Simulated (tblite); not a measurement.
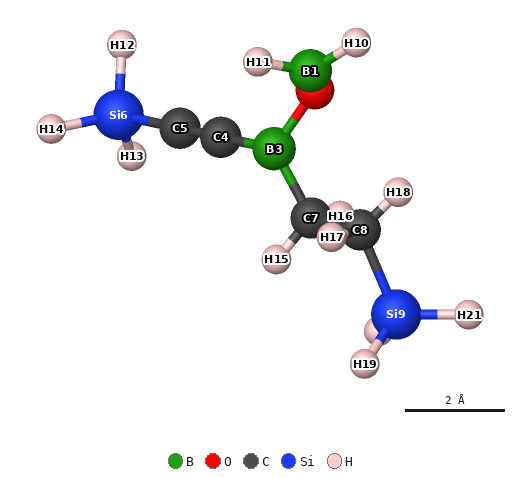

Fig. 1: The structure as given in the input (ball-and-stick view, seen at a tilt; atoms are numbered from 1 in the order of the input). Bond lengths as drawn: B–C 1.54 to 1.59 Å, B–H 1.19 to 1.21 Å, B–O 1.45 to 1.48 Å, C–C 1.21 to 1.49 Å, C–H 1.09 to 1.13 Å, C–Si 1.81 to 1.89 Å and H–Si 1.46 to 1.49 Å.

C₄H₁₂B₂OSi₂: geometry relaxation

System: C₄H₁₂B₂OSi₂.
Method: GFN2-xTB geometry optimisation, gas phase (tblite 0.8.0).

It belongs to a series of runs on one base structure; here: H on C replaced by CH2SiH3.

**What the program printed**
```
step      E/eV     max force
  0    -670.29760    4.603
  1    -670.92036    3.050
  2    -671.34289    2.564
  3    -671.43351    2.091
  4    -671.48981    1.975
  5    -671.53790    0.678
  6    -671.56976    0.611
  7    -671.63217    0.599
  8    -671.66464    0.592
  9    -671.70078    0.587
 10    -671.73990    0.546
 11    -671.78233    0.416
 12    -671.81986    0.512
 13    -671.85715    0.504
 14    -671.88786    0.412
 15    -671.90876    0.444
 16    -671.92794    0.374
 17    -671.94372    0.312
 18    -671.95588    0.229
 19    -671.96497    0.174
 20    -671.97226    0.211
 21    -671.97988    0.215
 22    -671.98746    0.230
 23    -671.99424    0.190
 24    -672.00033    0.200
 25    -672.00618    0.157
 26    -672.00982    0.124
 27    -672.01254    0.103
 28    -672.01459    0.111
 29    -672.01691    0.117
 30    -672.01950    0.103
 31    -672.02166    0.079
 32    -672.02291    0.062
 33    -672.02376    0.058
 34    -672.02449    0.068
 35    -672.02516    0.058
 36    -672.02573    0.056
 37    -672.02622    0.051
 38    -672.02669    0.047
 39    -672.02717    0.050
 40    -672.02767    0.051
 41    -672.02826    0.077
 42    -672.02901    0.083
 43    -672.02997    0.094
 44    -672.03110    0.112
 45    -672.03241    0.107
 46    -672.03411    0.142
 47    -672.03646    0.169
 48    -672.03906    0.131
 49    -672.04095    0.110
 50    -672.04209    0.081
 51    -672.04305    0.074
 52    -672.04419    0.097
 53    -672.04551    0.115
 54    -672.04671    0.074
 55    -672.04739    0.068
 56    -672.04794    0.057
 57    -672.04853    0.069
 58    -672.04926    0.105
 59    -672.05021    0.087
 60    -672.05140    0.081
 61    -672.05261    0.075
 62    -672.05363    0.082
 63    -672.05440    0.089
 64    -672.05493    0.063
 65    -672.05544    0.053
 66    -672.05613    0.059
 67    -672.05689    0.089
 68    -672.05792    0.098
 69    -672.05937    0.084
 70    -672.06086    0.078
 71    -672.06191    0.059
 72    -672.06260    0.065
 73    -672.06337    0.072
 74    -672.06437    0.087
 75    -672.06548    0.080
 76    -672.06648    0.086
 77    -672.06726    0.088
 78    -672.06837    0.082
 79    -672.07025    0.092
 80    -672.07163    0.069
 81    -672.07269    0.073
 82    -672.07334    0.075
 83    -672.07424    0.085
 84    -672.07515    0.092
 85    -672.07615    0.067
 86    -672.07703    0.065
 87    -672.07782    0.074
 88    -672.07863    0.069
 89    -672.07949    0.071
 90    -672.08035    0.069
 91    -672.08085    0.040
 92    -672.08115    0.045
 93    -672.08149    0.048
 94    -672.08179    0.044
 95    -672.08201    0.032
 96    -672.08216    0.026
 97    -672.08230    0.027
 98    -672.08245    0.039
 99    -672.08258    0.034
100    -672.08265    0.015
101    -672.08270    0.014
102    -672.08274    0.019
103    -672.08279    0.029
104    -672.08286    0.029
105    -672.08290    0.016
106    -672.08293    0.008
```

**Trajectory as extended XYZ (Å, eV, eV/Å), 5 of the 107 frames kept, from step=0 to step=106**
```
21
Properties=species:S:1:pos:R:3:forces:R:3 step=0 energy=-670.29760
B    -0.2791    3.0047   -0.3201    1.3200  -0.6330   2.5390
O     0.1090    1.9456    0.5831   -1.2480   0.1670  -4.4270
B     0.3300    0.6499   -0.1013    0.9190   1.0360   3.2430
C     1.7476    0.0637    0.0472   -0.4770   0.4470  -0.6090
C     2.8571   -0.4024    0.1939   -0.7060   0.1970  -0.2260
Si    4.5183   -1.1021    0.4051    0.9770  -0.4430   0.4080
C    -0.8518   -0.4156   -0.0287    1.0710   0.2250   0.6200
C    -2.2124    0.1505   -0.2401   -1.4360  -0.3200  -1.4930
Si   -3.4001   -1.3160   -0.0982   -0.2880  -0.5910   0.6220
H    -0.9516    3.9148    0.0980    0.2140  -0.7620  -0.0430
H     0.3754    3.2401   -1.2831   -0.4240  -0.5100  -0.0870
H     5.2926   -0.1157    1.1593    0.0400   0.0320   0.0900
H     4.4782   -2.3869    1.1279   -0.1170   0.1510  -0.0390
H     5.2118   -1.3376   -0.8571   -0.1030   0.0240  -0.2250
H    -0.6914   -1.2522   -0.7192    0.0630   0.0310   0.3020
H    -0.8161   -0.8039    1.0343    0.2760   0.1650  -1.0140
H    -2.2821    0.4438   -1.3215    0.0290   0.4740   0.9140
H    -2.4848    0.9686    0.4204    0.3120   0.1300  -0.1960
H    -3.7745   -1.7890   -1.4265   -0.1310   0.0130  -0.0700
H    -2.6422   -2.4200    0.5504   -0.2740   0.1520  -0.1220
H    -4.5427   -1.0233    0.7755   -0.0160   0.0140  -0.1860
21
Properties=species:S:1:pos:R:3:forces:R:3 step=26 energy=-672.00982
B    -0.1740    3.1511   -0.4027   -0.0060   0.0660   0.0010
O     0.0950    1.9133   -0.1345    0.0000   0.0500   0.0080
B     0.3562    0.6529    0.0725    0.0680  -0.0340  -0.0540
C     1.7889    0.1540    0.2882    0.0310  -0.0040  -0.0120
C     2.8959   -0.3336    0.3723   -0.0080   0.0290  -0.0500
Si    4.5852   -1.0813    0.4531   -0.0880   0.0370  -0.0190
C    -0.7843   -0.4773    0.0475    0.0020  -0.0580  -0.0040
C    -2.2093    0.0106   -0.2337    0.0150   0.0210  -0.0150
Si   -3.5079   -1.3793   -0.1096   -0.0080  -0.0270   0.0000
H    -0.5158    3.8827    0.4665    0.0570  -0.0740  -0.0810
H    -0.0656    3.5364   -1.5190   -0.0640  -0.0160   0.0880
H     5.4507   -0.1493    1.1788    0.0290  -0.0400   0.0550
H     4.4531   -2.3809    1.1150    0.0520   0.0010   0.0690
H     5.0976   -1.2790   -0.9053   -0.0250   0.0240  -0.0350
H    -0.5128   -1.2269   -0.7001    0.0040  -0.0210  -0.0470
H    -0.7505   -1.0116    1.0000   -0.0650   0.0170   0.0730
H    -2.2278    0.4550   -1.2294   -0.0270   0.0320  -0.0610
H    -2.4658    0.8200    0.4523    0.0560  -0.0090   0.0710
H    -3.9474   -1.8098   -1.4427    0.0260   0.0260   0.0430
H    -2.9036   -2.5268    0.5767   -0.0620   0.0100   0.0040
H    -4.6669   -0.9029    0.6537    0.0130  -0.0300  -0.0340
21
Properties=species:S:1:pos:R:3:forces:R:3 step=53 energy=-672.04551
B    -0.2210    3.0837   -0.4000   -0.0130   0.0390   0.0150
O     0.1073    1.8433   -0.2372    0.0230   0.0100   0.0240
B     0.3800    0.5833   -0.0424    0.0360  -0.0410  -0.0440
C     1.8252    0.0989    0.1038    0.1010  -0.0460   0.0310
C     2.9503   -0.3338    0.2405   -0.0910   0.0280  -0.0030
Si    4.6384   -1.0519    0.4703   -0.0550   0.0410  -0.0050
C    -0.7917   -0.5164    0.0419    0.0050   0.0090  -0.0100
C    -2.2038    0.0467   -0.1654   -0.0060  -0.0310   0.0190
Si   -3.5322   -1.3197   -0.1268   -0.0070  -0.0150  -0.0030
H    -0.4015    3.7662    0.5484   -0.0120   0.0000  -0.0160
H    -0.3324    3.5196   -1.4917    0.0040   0.0070  -0.0120
H     5.4614   -0.1179    1.2432   -0.0090   0.0160   0.0050
H     4.4841   -2.3168    1.1917    0.0200  -0.0340   0.0140
H     5.2256   -1.2744   -0.8521    0.0110  -0.0080  -0.0280
H    -0.5979   -1.3011   -0.6964   -0.0110   0.0290   0.0180
H    -0.7411   -1.0118    1.0167   -0.0030   0.0030  -0.0380
H    -2.2380    0.5865   -1.1154   -0.0120  -0.0310   0.0230
H    -2.4038    0.7918    0.6083    0.0070  -0.0150   0.0030
H    -3.8194   -1.7943   -1.4859    0.0410   0.0070   0.0390
H    -3.0213   -2.4374    0.6760   -0.0580   0.0140  -0.0150
H    -4.7772   -0.8273    0.4719    0.0300   0.0190  -0.0200
21
Properties=species:S:1:pos:R:3:forces:R:3 step=80 energy=-672.07163
B    -0.2522    3.0411   -0.4009   -0.0340   0.0370   0.0470
O     0.1211    1.8105   -0.2521   -0.0170   0.0210   0.0020
B     0.3964    0.5455   -0.0925    0.0090  -0.0140  -0.0030
C     1.8389    0.0574    0.0417   -0.0140  -0.0380   0.0220
C     2.9499   -0.4023    0.1914    0.0370   0.0040   0.0190
Si    4.6626   -1.0359    0.4669    0.0270   0.0070   0.0070
C    -0.7750   -0.5571   -0.0088    0.0230  -0.0040  -0.0140
C    -2.1866    0.0380   -0.0564    0.0330  -0.0120   0.0140
Si   -3.5660   -1.2679   -0.1202    0.0270   0.0210   0.0040
H    -0.4674    3.7111    0.5514    0.0290  -0.0480  -0.0260
H    -0.3784    3.4889   -1.4860    0.0120  -0.0090  -0.0300
H     5.3850   -0.0170    1.2351    0.0240  -0.0120   0.0030
H     4.6055   -2.2956    1.2183   -0.0220   0.0350  -0.0300
H     5.2968   -1.2430   -0.8383   -0.0080  -0.0070   0.0020
H    -0.6445   -1.2751   -0.8232   -0.0260   0.0210  -0.0430
H    -0.6466   -1.1403    0.9077   -0.0590   0.0180   0.0020
H    -2.2643    0.6939   -0.9277   -0.0160  -0.0020   0.0220
H    -2.3200    0.6792    0.8178   -0.0240   0.0210  -0.0050
H    -3.5904   -1.8914   -1.4447    0.0180  -0.0300  -0.0240
H    -3.3142   -2.2961    0.8916   -0.0170  -0.0050   0.0200
H    -4.8594   -0.6268    0.1285   -0.0020  -0.0020   0.0090
21
Properties=species:S:1:pos:R:3:forces:R:3 step=106 energy=-672.08293
B    -0.2394    3.0180   -0.4051    0.0050   0.0040   0.0010
O     0.1282    1.7892   -0.2301   -0.0040   0.0010   0.0020
B     0.3937    0.5219   -0.0661   -0.0040   0.0000  -0.0020
C     1.8353    0.0387    0.1059   -0.0040  -0.0040   0.0030
C     2.9664   -0.3723    0.2484    0.0000   0.0020  -0.0010
Si    4.6882   -1.0056    0.4630    0.0020  -0.0060   0.0020
C    -0.7922   -0.5681   -0.0532    0.0000   0.0030  -0.0040
C    -2.1971    0.0430   -0.0223    0.0020   0.0050  -0.0010
Si   -3.5794   -1.2572   -0.1090    0.0060   0.0000   0.0010
H    -0.4916    3.6917    0.5321    0.0050  -0.0020   0.0010
H    -0.3121    3.4535   -1.5011   -0.0010   0.0010   0.0000
H     5.4628   -0.0182    1.2203   -0.0030   0.0060   0.0000
H     4.6259   -2.2745    1.1943    0.0030  -0.0040  -0.0010
H     5.2706   -1.2050   -0.8672   -0.0010   0.0000   0.0000
H    -0.6921   -1.2001   -0.9408    0.0020  -0.0020   0.0000
H    -0.6676   -1.2393    0.8004   -0.0030   0.0020  -0.0030
H    -2.3003    0.7438   -0.8546    0.0010   0.0000  -0.0050
H    -2.3025    0.6406    0.8863   -0.0070  -0.0030   0.0020
H    -3.4790   -1.9923   -1.3730    0.0020  -0.0030   0.0000
H    -3.4443   -2.1992    1.0054    0.0000   0.0030   0.0030
H    -4.8823   -0.5917   -0.0340   -0.0010  -0.0020   0.0020
```

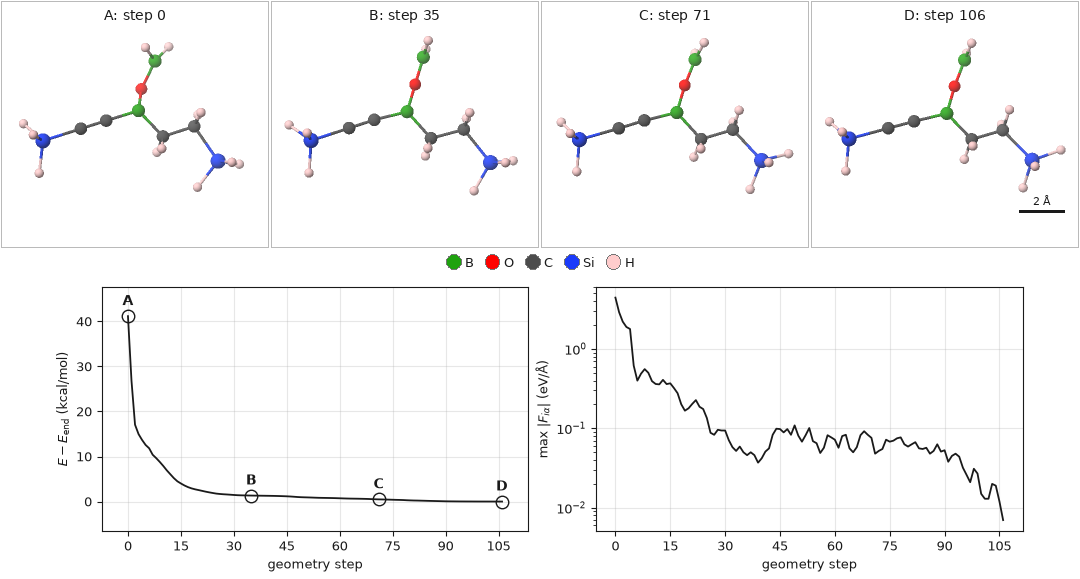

Fig. 2: Frames of the relaxation (ball-and-stick view, seen at a tilt) above the curves, on which the letters mark them (steps are counted from 0).

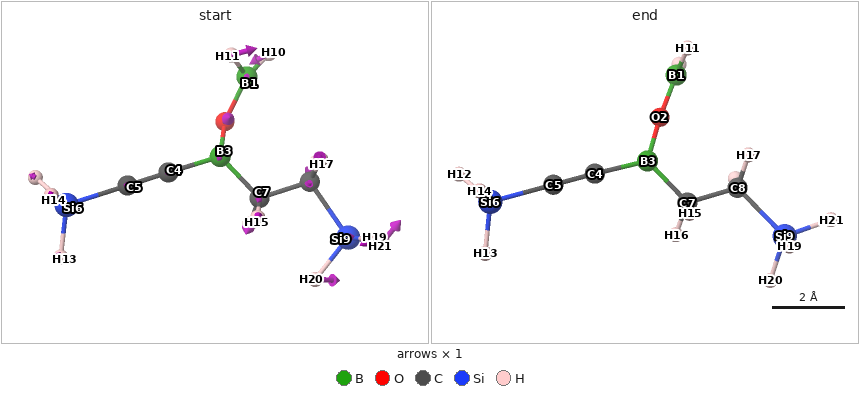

Fig. 3: Before (left) and after (right) the relaxation, at one scale (ball-and-stick view, seen at a tilt). The pink arrows give the displacements, at true length. Over 106 geometry steps the energy falls by 41.2 kcal/mol. Largest force component: 4.4 eV/Å at the start, 0.007 eV/Å at the end. H21 moves most after the best rigid fit: 0.98 Å. By element the largest moves are H 0.98 Å, O 0.83 Å, C 0.24 Å, Si 0.20 Å, B 0.15 Å. Among the contacts that change: O2–B3 1.482 → 1.305 Å, B1–O2 1.445 → 1.294 Å, C7–C8 1.489 → 1.532 Å, C7–H16 1.132 → 1.093 Å. Among the angles that change: B1–O2–B3 113.1° → 175.2°, C7–C8–Si9 105.6° → 113.2°, C7–C8–H18 115.4° → 108.9°. (Atoms are counted from 1 in the order of the input.)

The run was set up as follows.

**Input file**
```
{"job": {"kind": "relax", "xc": "GFN2-xTB", "basis": "xTB"}, "charge": 0, "multiplicity": 1}
B     -0.279100     3.004700    -0.320100
O      0.109000     1.945600     0.583100
B      0.330000     0.649900    -0.101300
C      1.747600     0.063700     0.047200
C      2.857100    -0.402400     0.193900
Si     4.518300    -1.102100     0.405100
C     -0.851800    -0.415600    -0.028700
C     -2.212400     0.150500    -0.240100
Si    -3.400100    -1.316000    -0.098200
H     -0.951600     3.914800     0.098000
H      0.375400     3.240100    -1.283100
H      5.292600    -0.115700     1.159300
H      4.478200    -2.386900     1.127900
H      5.211800    -1.337600    -0.857100
H     -0.691400    -1.252200    -0.719200
H     -0.816100    -0.803900     1.034300
H     -2.282100     0.443800    -1.321500
H     -2.484800     0.968600     0.420400
H     -3.774500    -1.789000    -1.426500
H     -2.642200    -2.420000     0.550400
H     -4.542700    -1.023300     0.775500
```

The first line tells a small driver script what to run in tblite; the rest is the geometry in Å.

Command:
```bash
OMP_NUM_THREADS=1 python <driver script> task.json out
```

**Results in brief**

```json
{"quantity": "outcome", "value": "converged"}
{"quantity": "total energy", "value": "−672.0829 eV"}
{"quantity": "hardware", "value": "1 CPU thread, shared host"}
{"quantity": "wall time", "value": "1.7 s"}
{"quantity": "peak memory", "value": "0.18 GiB"}
```
